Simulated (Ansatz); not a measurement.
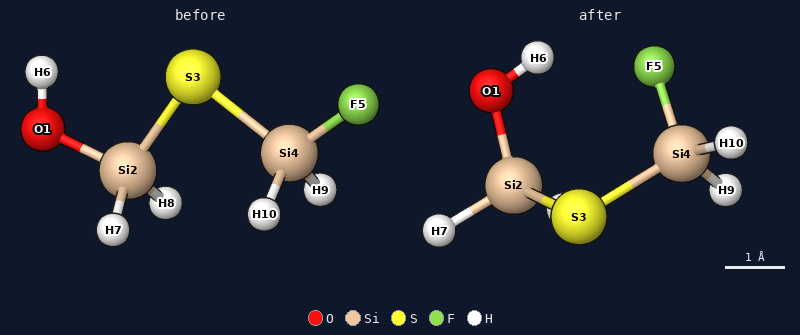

The structure of Si2H5SOF (coarse preliminary run) before (left) and after (right) a relaxation, at one scale.

A ball-and-stick model, seen at a tilt.

The start comes from a force field.

Method: RKS PBE-D4/def2-SVP in Ansatz 0.2.0. (force threshold 0.03 eV/Å; at most 200 steps)

### Describe what moved and what it gained.

The atom that moves furthest after the best rigid fit is S3 (2.62 Å). By element the largest moves are S 2.62 Å, F 2.26 Å, H 1.71 Å, O 1.13 Å, Si 0.35 Å. Some distances before and after: Si2–S3 2.093 → 2.192 Å, Si4–F5 1.597 → 1.660 Å, Si2–H7 1.451 → 1.493 Å, Si2–H8 1.475 → 1.506 Å. Bond angles that change, for instance: O1–Si2–S3 103.8° → 111.7°, S3–Si2–H7 112.4° → 105.8°, O1–Si2–H8 108.3° → 112.3°. Groups turn about S3–Si4 by about 135°, Si2–S3 by about 115°, O1–Si2 by about 55°. After 42 accepted moves (46 points after the start) the energy has fallen by 12.8 kcal/mol. Largest force component: 1.7 eV/Å at the start, 0.023 eV/Å at the end. The line search rejected the trial steps at points 9, 14, 40, 43 of the run. The forces were under the threshold at step 5, but the run went on from there. Cost: 49 s on 4 threads of AMD EPYC 7B13, on a shared host.
